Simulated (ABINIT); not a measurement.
# CdS (Hawleyite): G0W0 with ABINIT, start to end

Wanted: ground state, empty states, screening and self-energy for CdS (Hawleyite).

Calculated with ABINIT 10.8.3; LDA and many-body steps on it, plane waves.

**What was measured.**

- Gap 2.42 eV: optical gap from inflexion point of photoacoustic spectrum, as-grown film; photoacoustic spectroscopy; film (as-grown chemical bath deposited film, about 0.25 um thick, deposited at 80 C) (“Study of the band--gap shift in CdS films: Influence of thermal annealing in different atmospheres”, 1995, arxiv:cond-mat/9501125).

## Step 1: The structure

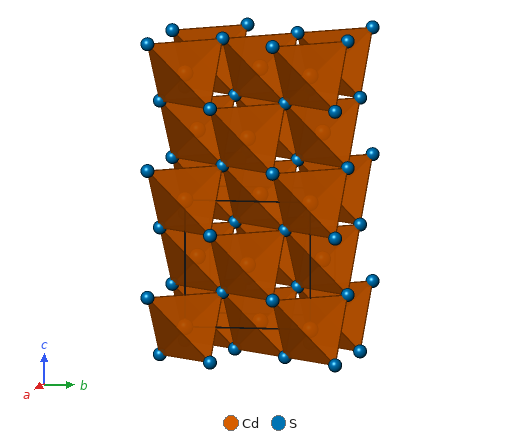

The starting structure, seen slightly off an axis (cadmium orange, sulfur blue). 1×1×2 cells are drawn. This picture shows the conventional cell, with its axes. Some periodic images of atoms are drawn too.

Coordinates:

```cif
data_structure
_symmetry_space_group_name_H-M 'P 1'
_symmetry_Int_Tables_number 1
_cell_length_a 4.1246
_cell_length_b 4.1246
_cell_length_c 4.1246
_cell_angle_alpha 60.000
_cell_angle_beta 60.000
_cell_angle_gamma 60.000
_cell_volume 49.62
loop_
_atom_site_label
_atom_site_type_symbol
_atom_site_fract_x
_atom_site_fract_y
_atom_site_fract_z
_atom_site_occupancy
Cd1 Cd 0.00000 0.00000 0.00000 1
S2 S 0.25000 0.25000 0.25000 1
```

The cell and positions come from the Crystallography Open Database and are kept as given unless a step says otherwise.

## Step 2: Ground state

This step: ABINIT 10.8.3; DFT, LDA, plane waves, norm-conserving pseudopotentials.

The ground-state density comes first.

Input file run.abi:

```
acell 3*1.0 Angstrom
rprim 
  -0.000000000000 2.916500000000 2.916500000000
  2.916500000000 -0.000000000000 2.916500000000
  2.916500000000 2.916500000000 -0.000000000000
ntypat 2
znucl 48 16
natom 2
typat 1 2
xred 
  0.000000000000 0.000000000000 0.000000000000
  0.250000000000 0.250000000000 0.250000000000
pp_dirpath "pseudos"
pseudos "Cd.upf, S.upf"
ecut 47
ngkpt 6 6 6
nshiftk 1
shiftk 0 0 0
kptopt 1
chksymbreak 0
nband 18
occopt 1
tolvrs 1e-10
nstep 60
prtwf 0
optforces 0
optstress 0
indata_prefix "in"
outdata_prefix "out"
tmpdata_prefix "tmp"
```

On the command line:

```sh
OMP_NUM_THREADS=1 mpirun -n 4 abinit run.abi > log
```

Numbers of over 12 decimals in the logs are rounded to 6 here.

The log of the run:

```text
.Version 10.8.3 of ABINIT. v10.8.2 released Aug 2026.

 Symmetries : space group F-4 3 m (#216); Bravais cF (face-center cubic)
================================================================================
 Values of the parameters that define the memory need of the present run
     intxc =       0    ionmov =       0      iscf =       7    lmnmax =       6
     lnmax =       6     mgfft =      50  mpssoang =       3    mqgrid =    3001
     natom =       2  nloc_mem =       1    nspden =       1   nspinor =       1
    nsppol =       1      nsym =      24    n1xccc =    2501    ntypat =       2
    occopt =       1   xclevel =       1
-    mband =          18        mffmem =           1         mkmem =           4
       mpw =        5188          nfft =      125000          nkpt =          16
================================================================================
  Rough estimation (10% accuracy) of disk space for files :
================================================================================

--------------------------------------------------------------------------------
------------- Echo of variables that govern the present computation ------------
--------------------------------------------------------------------------------
 -outvars: echo values of preprocessed input variables --------
            acell      1.8897261259E+00  1.8897261259E+00  1.8897261259E+00 Bohr

      chksymbreak           0
             ecut      4.70000000E+01 Hartree
-          fftalg         312

              ixc       -1012
              kpt      0.00000000E+00  0.00000000E+00  0.00000000E+00
                       1.66666667E-01  0.00000000E+00  0.00000000E+00
                       3.33333333E-01  0.00000000E+00  0.00000000E+00
                       5.00000000E-01  0.00000000E+00  0.00000000E+00
                       1.66666667E-01  1.66666667E-01  0.00000000E+00
                       3.33333333E-01  1.66666667E-01  0.00000000E+00
                       5.00000000E-01  1.66666667E-01  0.00000000E+00
                      -3.33333333E-01  1.66666667E-01  0.00000000E+00
                      -1.66666667E-01  1.66666667E-01  0.00000000E+00
   [... 5 further rows ...]
                      -3.33333333E-01  3.33333333E-01  1.66666667E-01
                      -3.33333333E-01  5.00000000E-01  1.66666667E-01
         kptrlatt        6    0    0      0    6    0      0    0    6
          kptrlen      4.67656631E+01
P           mkmem           4
            natom           2
            nband          18
            ngfft          50      50      50
             nkpt          16
            nstep          60
             nsym          24
           ntypat           2
              occ      2.000000  2.000000  2.000000  2.000000  2.000000  2.000000
                       2.000000  2.000000  2.000000  2.000000  2.000000  2.000000
                       2.000000  0.000000  0.000000  0.000000  0.000000  0.000000
        optforces           0
        optstress           0
            prtwf           0
            rprim     -0.0000000000E+00  2.9165000000E+00  2.9165000000E+00
[...]
spgroup         216

           tolvrs      1.00000000E-10

             xred      0.0000000000E+00  0.0000000000E+00  0.0000000000E+00
[...]
znucl       48.00000   16.00000

================================================================================

 chkinp: Checking input parameters for consistency.

================================================================================
== DATASET  1 ==================================================================
-   mpi_nproc: 4, omp_nthreads: 1 (-1 if OMP is not activated)

--- !DatasetInfo
iteration_state: {dtset: 1, }
dimensions: {natom: 2, nkpt: 16, mband: 18, nsppol: 1, nspinor: 1, nspden: 1, mpw: 5188, }
cutoff_energies: {ecut:  47.0, pawecutdg:  -1.0, }
electrons: {nelect:   2.60000000E+01, charge:   0.00000000E+00, occopt:   1.00000000E+00, tsmear:   1.00000000E-02, }

 Real(R)+Recip(G) space primitive vectors, cartesian coordinates (Bohr,Bohr^-1):
 R(1)=  0.0000000  5.5113862  5.5113862  G(1)= -0.0907213  0.0907213  0.0907213
 R(2)=  5.5113862  0.0000000  5.5113862  G(2)=  0.0907213 -0.0907213  0.0907213
 R(3)=  5.5113862  5.5113862  0.0000000  G(3)=  0.0907213  0.0907213 -0.0907213
 Unit cell volume ucvol=  3.3482088E+02 bohr^3
 Angles (23,13,12)=  6.00000000E+01  6.00000000E+01  6.00000000E+01 degrees

 getcut: wavevector=  0.0000  0.0000  0.0000  ngfft=  50  50  50
         ecut(hartree)=     47.000   => boxcut(ratio)=   2.07948

--- Pseudopotential description ------------------------------------------------
- Cd Generated using ONCVPSP code by D. R. Hamann
- 48.00000  20.00000  180309                  znucl, zion, pspdat
12 -1012 2 -1 1336                            pspcod,pspxc,lmax,lloc,mmax
     nproj     2     2     2
  pspatm : epsatm=   23.37058476
         --- l  ekb(1:nproj) -->
[...]
pspatm: atomic psp has been read  and splines computed

- S Generated using ONCVPSP code by D. R. Hamann
- 16.00000   6.00000  180309                  znucl, zion, pspdat
12 -1012 2 -1 1132                            pspcod,pspxc,lmax,lloc,mmax
     nproj     2     2     2
  pspatm : epsatm=    8.64647033
         --- l  ekb(1:nproj) -->
[...]
2   -2.858321   -0.603195
 pspatm: atomic psp has been read  and splines computed

   8.32443432E+02                                ecore*ucvol(ha*bohr**3)
--------------------------------------------------------------------------------

_setup2: Arith. and geom. avg. npw (full set) are    5151.458    5151.430

================================================================================

--- !BeginCycle
iteration_state: {dtset: 1, }
solver: {iscf: 7, nstep: 60, nline: 4, wfoptalg: 0, }
tolerances: {tolvrs: 1.00E-10, }

     iter   Etot(hartree)      deltaE(h)  residm     vres2
 ETOT  1  -182.23631040478    -1.822E+02 4.495E+00 1.387E+04
 ETOT  2  -183.81882579950    -1.583E+00 4.130E-01 2.418E+04
 ETOT  3  -186.03072573977    -2.212E+00 2.525E-01 3.518E+03
 ETOT  4  -186.25210689364    -2.214E-01 1.717E-02 1.415E+03
 ETOT  5  -186.34694050410    -9.483E-02 2.830E-03 4.134E+02
 ETOT  6  -186.37633806447    -2.940E-02 2.121E-03 1.226E+02
 ETOT  7  -186.38810242471    -1.176E-02 2.577E-04 4.871E+00
 ETOT  8  -186.38861884413    -5.164E-04 1.258E-04 8.693E-02
 ETOT  9  -186.38862779880    -8.955E-06 3.866E-05 1.396E-02
 ETOT 10  -186.38862933174    -1.533E-06 3.349E-05 2.937E-05
 ETOT 11  -186.38862933763    -5.892E-09 1.820E-05 2.086E-06
 ETOT 12  -186.38862933789    -2.525E-10 1.756E-05 8.449E-09
 ETOT 13  -186.38862933790    -1.333E-11 1.042E-05 4.203E-10
 ETOT 14  -186.38862933789     8.754E-12 9.614E-06 7.003E-11

 At SCF step   14       vres2   =  7.00E-11 < tolvrs=  1.00E-10 =>converged.

--- !ResultsGS
iteration_state: {dtset: 1, }
comment   : Summary of ground state results
lattice_vectors:
- [ -0.0000000,   5.5113862,   5.5113862, ]
- [  5.5113862,  -0.0000000,   5.5113862, ]
- [  5.5113862,   5.5113862,  -0.0000000, ]
lattice_lengths: [   7.79428,    7.79428,    7.79428, ]
lattice_angles: [ 60.000,  60.000,  60.000, ] # degrees, (23, 13, 12)
lattice_volume:   3.3482088E+02
convergence: {deltae:  8.754E-12, res2:  7.003E-11, residm:  9.614E-06, diffor:  0.000E+00, }
etotal    :  -1.86388629E+02
entropy   :   0.00000000E+00
fermie    :   1.50789187E-01
cartesian_stress_tensor: null
pressure_GPa: null
xred      :
- [  0.0000E+00,   0.0000E+00,   0.0000E+00, Cd]
- [  2.5000E-01,   2.5000E-01,   2.5000E-01,  S]
cartesian_forces: null
force_length_stats: {min: null, max: null, mean: null, }

 Integrated electronic density in atomic spheres:
 ------------------------------------------------
 Atom  Sphere_radius  Integrated_density
    1        2.00000         17.15828508
    2        2.00000          3.90365967
================================================================================

 ----iterations are completed or convergence reached----

 Mean square residual over all n,k,spin=   36.090E-09; max=  96.144E-07
 reduced coordinates (array xred) for    2 atoms
       0.000000000000      0.000000000000      0.000000000000
       0.250000000000      0.250000000000      0.250000000000
 rms dE/dt=  0.0000E+00; max dE/dt=  0.0000E+00; dE/dt below (all hartree)
    1       0.000000000000      0.000000000000      0.000000000000
    2       0.000000000000      0.000000000000      0.000000000000

 cartesian coordinates (angstrom) at end:
    1      0.000000     0.000000     0.000000
    2      1.458250     1.458250     1.458250
 length scales=  1.889726125908  1.889726125908  1.889726125908 bohr
              =  1.000000000000  1.000000000000  1.000000000000 angstroms
 prteigrs : about to open file out_EIG
 Fermi (or HOMO) energy (hartree) =   0.15079   Average Vxc (hartree)=  -0.36085
 Eigenvalues (hartree) for nkpt=  16  k points:
 kpt#   1, nband= 18, wtk=  0.00463, kpt=  0.0000  0.0000  0.0000 (reduced coord)
  -3.56599   -2.13852   -2.13852   -2.13852   -0.30383   -0.13413   -0.13413   -0.13413
  -0.11628   -0.11628    0.15079    0.15079    0.15079    0.18240    0.38360    0.38360
   0.38360    0.55736
 prteigrs : prtvol=0 or 1, do not print more k-points.

--- !EnergyTerms
iteration_state     : {dtset: 1, }
comment             : Components of total free energy in Hartree
kinetic             :  6.52184178487066E+01
hartree             :  6.50162496552078E+01
xc                  : -2.72272990040161E+01
Ewald energy        : -9.94062291781547E+01
psp_core            :  2.48623508767928E+00
local_psp           : -1.97807043644246E+02
non_local_psp       :  5.33103989693190E+00
total_energy        : -1.86388629337891E+02
total_energy_eV     : -5.07189298477234E+03
band_energy         : -2.12962455072098E+01

== END DATASET(S) ==============================================================
================================================================================

 -outvars: echo values of variables after computation  --------
           etotal     -1.8638862934E+02
            nband          18
             nkpt          16
          spgroup         216
 [... the other variables as echoed above ...]

 Calculation completed.
```

The job ended after 22 s (4 MPI ranks of Arm Neoverse V1, shared host; peak memory 0.37 GiB; 89 s of CPU time).

This step gave:

| Item | Value |
| --- | --- |
| total energy | -5071.8930 eV |
| gap | 0.8602 eV |
| k of the valence top | 0, 0, 0 |
| k of the conduction bottom | 0, 0, 0 |
| least direct gap | 0.8602 eV |

The gap is direct, at Γ.

[end of part 1 of 3]

[Paths, hosts, dates, memory and timing lines, banners, echoed tables and standing remarks are left out of the program output.]

[Logs are printed without paths, hosts, clocks, repeated set-up lines and the standing remarks that a program may print on its own settings, such as how far it seeks lower states.]

[Runs of the session that timed out or met a known fault of the program may be left out.]

[Hosts, paths, dates, database ids (printed as entryN), source tags and the programs' standing remarks are cut or masked in the printed files.]

[G0W0 gaps are taken among the corrected bands and points alone; a level outside them can change the order at an edge.]

[Where Ansatz stands beside ABINIT at settings called matched, ABINIT's density can come from a denser mesh and the files from another edition; pairs whose starting gaps differed by over 0.03 eV were left out, so agreement reads better than it is.]
